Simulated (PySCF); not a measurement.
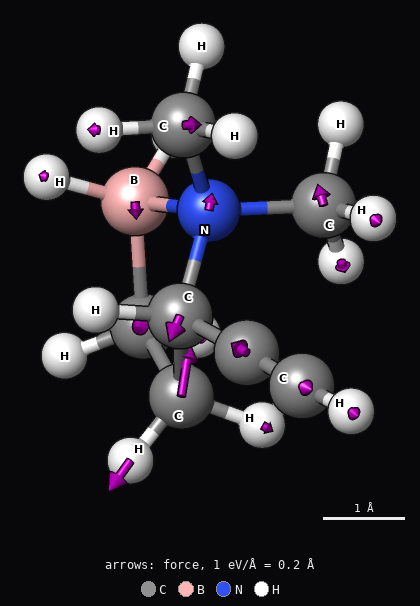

Starting geometry of C₇H₁₄BN with the computed forces as purple arrows. The picture is a ball-and-stick view, seen from a free direction.

The start comes from GFN2-xTB. Its atoms were then displaced at random by about 0.01 Å.

All numbers below come from PBE0-D3(BJ)/def2-SVP geometry optimisation, gas phase (PySCF). 

> Is this structure relaxed? If not, where do the atoms go?

It isn't relaxed: the largest force vector, on a C atom, is 3.61 eV/Å. The final displacements follow the starting forces only in part (cosine between the two patterns 0.34). The largest move after the best rigid fit is that of an H atom, 0.13 Å. By element the largest moves are H 0.13 Å, C 0.09 Å, B 0.02 Å, N 0.02 Å. Near-neighbour distances that change, for instance: C–H 1.034 → 1.100 Å, C–N 1.449 → 1.498 Å, B–H 1.184 → 1.225 Å, C–C 1.573 → 1.542 Å. Among the angles between lasting bonds that change: C–C–C 111.8° → 115.7°, H–C–H 109.6° → 105.9°, C–C–C 103.6° → 106.3°. The energy falls by 28.5 kJ/mol in 7 geometry steps.
